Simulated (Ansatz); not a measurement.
**Geometry relaxation of AlSiH6OF (part 2 of 2)**

The same run, continued: AlSiH6OF; RKS PBE0-D4/6-31G* (Ansatz 0.2.0). It belongs to a series of runs on one base structure; here: end point B relaxed.

Geometry of the input (Å):
```
Si -0.2785  -0.1488  -0.4448
H  -0.2116  0.8305  2.0380
F  0.7296  -1.0411  0.4271
H  0.1826  1.2573  -0.4161
H  -0.2538  -0.6939  -1.8282
O  -1.8177  -0.2542  0.1562
Al -3.2248  -1.2248  0.0223
H  -3.1786  -2.4980  -0.9258
H  -4.4894  -0.7553  0.8510
H  -0.9029  0.7900  1.8857
```

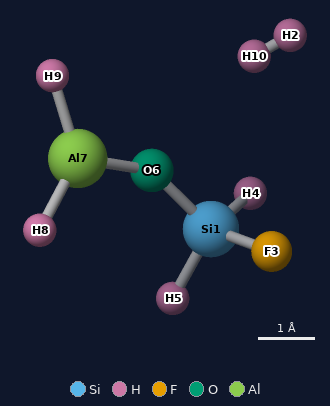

*The geometry at step 13 of the log (ball-and-stick view, seen at a tilt; atoms are numbered from 1 in the order of the input).*

### Trajectory as extended XYZ, continued
```
10
Properties=species:S:1:pos:R:3:forces:R:3 step=5 energy=-19326.75459 accepted=F
Si   -0.2819   -0.2299   -0.6343    0.2836  -0.0481   0.1100
H    -0.2922    1.1614    2.6683    0.0019   0.0034   0.0104
F     0.6998   -1.1300    0.2801   -0.1712   0.0612  -0.2732
H     0.2016    1.1667   -0.5311   -0.0253   0.0230  -0.0380
H    -0.2332   -0.7259   -2.0425    0.0514  -0.0261   0.1517
O    -1.7991   -0.3302   -0.0553   -0.0220  -0.0696  -0.0177
Al   -3.2198   -1.2893   -0.0362   -0.1092   0.1366   0.0321
H    -3.3155   -2.5664   -0.9682    0.0448  -0.0466  -0.0140
H    -4.3805   -0.7486    0.8921   -0.0333  -0.0472   0.0287
H    -0.8242    0.9539    2.1922   -0.0207   0.0135   0.0099
10
Properties=species:S:1:pos:R:3:forces:R:3 step=6 energy=-19326.76199
Si   -0.2880   -0.2300   -0.6200    0.0037  -0.0103   0.0245
H    -0.2313    1.1107    2.6190   -0.0183   0.0076   0.0079
F     0.7078   -1.1486    0.2454   -0.0181   0.0070  -0.0139
H     0.1985    1.1678   -0.5459    0.0005  -0.0003   0.0026
H    -0.2679   -0.7495   -2.0125    0.0038   0.0019  -0.0140
O    -1.7971   -0.3142   -0.0049    0.0129  -0.0144  -0.0278
Al   -3.2254   -1.2655   -0.0376   -0.0007   0.0071   0.0056
H    -3.2407   -2.5500   -0.9696   -0.0064  -0.0050  -0.0017
H    -4.4377   -0.7725    0.8530    0.0082   0.0001   0.0072
H    -0.8633    1.0136    2.2383    0.0144   0.0061   0.0095
10
Properties=species:S:1:pos:R:3:forces:R:3 step=7 energy=-19326.76470
Si   -0.2785   -0.2413   -0.6417    0.0424  -0.0288   0.0154
H    -0.2779    1.1591    2.6881   -0.1293  -0.0197  -0.0839
F     0.7087   -1.1818    0.2116   -0.0282   0.0215  -0.0367
H     0.2175    1.1520   -0.5406   -0.0045  -0.0073   0.0018
H    -0.2584   -0.7349   -2.0454    0.0038   0.0093   0.0189
O    -1.7871   -0.3286   -0.0289   -0.0208  -0.0107  -0.0269
Al   -3.2235   -1.2685   -0.0404    0.0149   0.0001   0.0393
H    -3.2678   -2.5537   -0.9709   -0.0065   0.0065  -0.0088
H    -4.4089   -0.7732    0.8855    0.0063   0.0018  -0.0089
H    -0.8694    1.0327    2.2478    0.1219   0.0273   0.0899
10
Properties=species:S:1:pos:R:3:forces:R:3 step=8 energy=-19326.73476 accepted=F
Si   -0.2638   -0.2447   -0.6583    0.2134  -0.0446   0.0620
H    -0.3872    1.2335    2.7508   -0.7093  -0.4505  -0.9210
F     0.7096   -1.1828    0.2232   -0.1290   0.0539  -0.2257
H     0.2333    1.1452   -0.5197   -0.0282   0.0028  -0.0294
H    -0.2242   -0.7039   -2.0800    0.0402  -0.0154   0.1621
O    -1.7791   -0.3464   -0.0725   -0.0180  -0.0539  -0.0255
Al   -3.2137   -1.2848   -0.0277   -0.0881   0.1019   0.0506
H    -3.3428   -2.5565   -0.9673    0.0362  -0.0115  -0.0018
H    -4.3446   -0.7497    0.9444   -0.0047  -0.0461  -0.0045
H    -0.8325    0.9518    2.1723    0.6876   0.4634   0.9332
10
Properties=species:S:1:pos:R:3:forces:R:3 step=9 energy=-19326.76739
Si   -0.2642   -0.2510   -0.6548   -0.0034   0.0013   0.0010
H    -0.3349    1.1954    2.7161   -0.0228   0.0002  -0.0089
F     0.7155   -1.2141    0.1796   -0.0066  -0.0007  -0.0116
H     0.2361    1.1373   -0.5235    0.0062   0.0074   0.0118
H    -0.2436   -0.7111   -2.0676    0.0102  -0.0096  -0.0153
O    -1.7753   -0.3438   -0.0504    0.0007  -0.0076   0.0024
Al   -3.2175   -1.2726   -0.0289    0.0100  -0.0019   0.0002
H    -3.2984   -2.5482   -0.9713   -0.0049   0.0071   0.0057
H    -4.3760   -0.7685    0.9242   -0.0036  -0.0007   0.0047
H    -0.8867    1.0383    2.2419    0.0143   0.0047   0.0101
10
Properties=species:S:1:pos:R:3:forces:R:3 step=10 energy=-19326.76879
Si   -0.2488   -0.2620   -0.6717   -0.0218   0.0015   0.0029
H    -0.3917    1.2294    2.7479   -0.1246  -0.0335  -0.1090
F     0.7236   -1.2558    0.1345   -0.0011   0.0032   0.0028
H     0.2611    1.1196   -0.5036    0.0064  -0.0075   0.0088
H    -0.2317   -0.6877   -2.0950    0.0054   0.0008  -0.0217
O    -1.7597   -0.3585   -0.0675   -0.0055  -0.0059   0.0085
Al   -3.2110   -1.2722   -0.0192    0.0214  -0.0192  -0.0078
H    -3.3246   -2.5423   -0.9680   -0.0055   0.0234   0.0155
H    -4.3448   -0.7678    0.9645    0.0079   0.0026  -0.0046
H    -0.9175    1.0591    2.2432    0.1173   0.0346   0.1045
10
Properties=species:S:1:pos:R:3:forces:R:3 step=11 energy=-19326.77015
Si   -0.2280   -0.2743   -0.6851    0.0041   0.0416   0.0105
H    -0.4910    1.2732    2.7639   -0.1992  -0.0873  -0.2330
F     0.7367   -1.3070    0.0814   -0.0113  -0.0047  -0.0114
H     0.2960    1.0951   -0.4588   -0.0030  -0.0269  -0.0043
H    -0.2151   -0.6395   -2.1262    0.0004  -0.0028   0.0040
O    -1.7376   -0.3790   -0.0808   -0.0021  -0.0294   0.0052
Al   -3.1973   -1.2761    0.0031   -0.0049   0.0018  -0.0269
H    -3.3674   -2.5314   -0.9588    0.0104   0.0318   0.0333
H    -4.2943   -0.7569    1.0215    0.0144  -0.0119  -0.0052
H    -0.9470    1.0578    2.2050    0.1913   0.0877   0.2279
10
Properties=species:S:1:pos:R:3:forces:R:3 step=12 energy=-19326.77140
Si   -0.2246   -0.2734   -0.6832    0.0087   0.0023  -0.0070
H    -0.5289    1.2768    2.7575   -0.1323  -0.0683  -0.1738
F     0.7360   -1.3197    0.0700   -0.0096   0.0026  -0.0092
H     0.3111    1.0896   -0.4503   -0.0028  -0.0144   0.0008
H    -0.2221   -0.6299   -2.1269    0.0005   0.0061   0.0075
O    -1.7318   -0.3738   -0.0725   -0.0098   0.0000  -0.0084
Al   -3.1962   -1.2636    0.0029    0.0264  -0.0383   0.0405
H    -3.3587   -2.5264   -0.9476   -0.0044   0.0300  -0.0018
H    -4.2853   -0.7587    1.0361   -0.0002   0.0089  -0.0208
H    -0.9446    1.0410    2.1792    0.1235   0.0712   0.1721
10
Properties=species:S:1:pos:R:3:forces:R:3 step=13 energy=-19326.77194
Si   -0.2260   -0.2748   -0.6848   -0.0011   0.0160  -0.0059
H    -0.5366    1.2827    2.7600   -0.1105  -0.0572  -0.1466
F     0.7252   -1.3314    0.0648    0.0075  -0.0117  -0.0022
H     0.3211    1.0827   -0.4490    0.0017  -0.0079   0.0011
H    -0.2285   -0.6271   -2.1291    0.0001   0.0029   0.0006
O    -1.7327   -0.3637   -0.0709   -0.0136  -0.0035  -0.0088
Al   -3.1911   -1.2633    0.0052    0.0182  -0.0309   0.0366
H    -3.3480   -2.5231   -0.9496   -0.0035   0.0247  -0.0017
H    -4.2824   -0.7660    1.0395   -0.0009   0.0075  -0.0175
H    -0.9461    1.0457    2.1791    0.1021   0.0601   0.1444
10
Properties=species:S:1:pos:R:3:forces:R:3 step=14 energy=-19326.77425
Si   -0.2151   -0.2815   -0.6884   -0.0180  -0.0009  -0.0019
H    -0.5981    1.3063    2.7537   -0.0085   0.0016  -0.0023
F     0.7327   -1.3702    0.0188    0.0079  -0.0107   0.0002
H     0.3483    1.0621   -0.4170    0.0024  -0.0002   0.0029
H    -0.2352   -0.5901   -2.1426   -0.0026   0.0060   0.0027
O    -1.7166   -0.3749   -0.0614    0.0171   0.0018  -0.0076
Al   -3.1788   -1.2665    0.0255   -0.0010   0.0003   0.0018
H    -3.3538   -2.5150   -0.9389    0.0000  -0.0002   0.0012
H    -4.2659   -0.7566    1.0571    0.0014   0.0007   0.0018
H    -0.9625    1.0483    2.1585    0.0013   0.0016   0.0013
10
Properties=species:S:1:pos:R:3:forces:R:3 step=15 energy=-19326.77442
Si   -0.1879   -0.3062   -0.7056    0.1194  -0.1232   0.0482
H    -0.7675    1.3810    2.7512   -0.0736  -0.0734  -0.1617
F     0.7260   -1.5028   -0.1159   -0.1706   0.2368  -0.1290
H     0.4460    0.9882   -0.3356   -0.0223  -0.1144  -0.0348
H    -0.2672   -0.4888   -2.1864    0.0231   0.0139   0.1484
O    -1.6747   -0.3787   -0.0388    0.0790  -0.0041  -0.0270
Al   -3.1392   -1.2636    0.0700   -0.0304   0.0148  -0.0231
H    -3.3431   -2.4913   -0.9133    0.0001  -0.0219   0.0025
H    -4.2066   -0.7543    1.1214    0.0033  -0.0037   0.0166
H    -1.0310    1.0782    2.1183    0.0720   0.0752   0.1597
10
Properties=species:S:1:pos:R:3:forces:R:3 step=16 energy=-19326.77689
Si   -0.1952   -0.3007   -0.7005    0.0637  -0.0613   0.0271
H    -0.7336    1.3703    2.7492   -0.0285  -0.0180  -0.0468
F     0.7225   -1.4797   -0.0973   -0.0655   0.0806  -0.0412
H     0.4359    0.9957   -0.3490   -0.0206  -0.0344  -0.0019
H    -0.2613   -0.5027   -2.1735   -0.0077   0.0108   0.0368
O    -1.6839   -0.3768   -0.0402    0.0457   0.0097  -0.0278
Al   -3.1490   -1.2629    0.0575   -0.0112  -0.0083   0.0059
H    -3.3427   -2.4998   -0.9179   -0.0009  -0.0004   0.0002
H    -4.2178   -0.7593    1.1107   -0.0013   0.0014   0.0024
H    -1.0200    1.0775    2.1262    0.0263   0.0199   0.0453
10
Properties=species:S:1:pos:R:3:forces:R:3 step=17 energy=-19326.77813
Si   -0.1862   -0.3046   -0.7029    0.0506   0.0105  -0.0284
H    -0.7840    1.3938    2.7403   -0.0040   0.0008   0.0002
F     0.7206   -1.5024   -0.1293    0.0006  -0.0012  -0.0037
H     0.4490    0.9771   -0.3160    0.0109   0.0004   0.0074
H    -0.2548   -0.4645   -2.1782    0.0103  -0.0018  -0.0162
O    -1.6751   -0.3863   -0.0525   -0.0974  -0.0290   0.0404
Al   -3.1448   -1.2650    0.0663    0.0254   0.0191  -0.0010
H    -3.3556   -2.5061   -0.9001    0.0009  -0.0015   0.0018
H    -4.2013   -0.7493    1.1264    0.0026   0.0008   0.0010
H    -1.0130    1.0691    2.1112    0.0001   0.0019  -0.0015
10
Properties=species:S:1:pos:R:3:forces:R:3 step=18 energy=-19326.77843
Si   -0.1753   -0.3120   -0.7101    0.1063   0.0109  -0.0331
H    -0.8654    1.4257    2.7345   -0.0464  -0.1050  -0.1923
F     0.7116   -1.5494   -0.1891   -0.0184   0.0195  -0.0148
H     0.4866    0.9408   -0.2705   -0.0041  -0.0222  -0.0061
H    -0.2496   -0.4094   -2.1918    0.0081   0.0022   0.0091
O    -1.6624   -0.3926   -0.0578   -0.1362  -0.0346   0.0394
Al   -3.1363   -1.2628    0.0791    0.0556   0.0107   0.0233
H    -3.3608   -2.5102   -0.8757   -0.0052   0.0048  -0.0061
H    -4.1730   -0.7435    1.1572   -0.0019   0.0058  -0.0105
H    -1.0205    1.0753    2.0895    0.0423   0.1078   0.1912
10
Properties=species:S:1:pos:R:3:forces:R:3 step=19 energy=-19326.77894
Si   -0.1723   -0.3141   -0.7115    0.0651   0.0096  -0.0205
H    -0.8767    1.4274    2.7338   -0.0276  -0.0599  -0.1137
F     0.7168   -1.5550   -0.2048   -0.0063  -0.0012  -0.0039
H     0.4938    0.9340   -0.2673   -0.0044  -0.0075  -0.0001
H    -0.2532   -0.4013   -2.1930   -0.0012   0.0035   0.0029
O    -1.6563   -0.3995   -0.0498   -0.0785  -0.0386   0.0344
Al   -3.1279   -1.2717    0.0931    0.0042   0.0579  -0.0430
H    -3.3651   -2.5052   -0.8774    0.0100  -0.0111   0.0197
H    -4.1740   -0.7356    1.1540    0.0140  -0.0149   0.0117
H    -1.0301    1.0829    2.0882    0.0246   0.0622   0.1125
10
Properties=species:S:1:pos:R:3:forces:R:3 step=20 energy=-19326.78018
Si   -0.1666   -0.3163   -0.7150   -0.0077  -0.0133  -0.0006
H    -0.8956    1.4345    2.7322   -0.0005   0.0028   0.0019
F     0.7129   -1.5739   -0.2337   -0.0028   0.0044  -0.0024
H     0.5039    0.9176   -0.2413    0.0052   0.0013   0.0044
H    -0.2446   -0.3702   -2.1982    0.0007   0.0055   0.0017
O    -1.6545   -0.4085   -0.0595   -0.0029  -0.0018  -0.0039
Al   -3.1301   -1.2693    0.0910    0.0125   0.0037  -0.0010
H    -3.3684   -2.5210   -0.8552   -0.0006  -0.0002   0.0032
H    -4.1645   -0.7279    1.1600   -0.0017   0.0001   0.0010
H    -1.0375    1.0966    2.0849   -0.0022  -0.0024  -0.0044
```

### Key numbers

- outcome: converged
- total energy: −19326.7802 eV
- mean-field energy: −19326.6352 eV
- largest force (length of the vector) at the end: 0.015 eV/Å
- hardware: 1 thread of Arm Neoverse V2, 24 GiB of memory available, shared host
- wall time: 64 s
- peak memory: 0.16 GiB
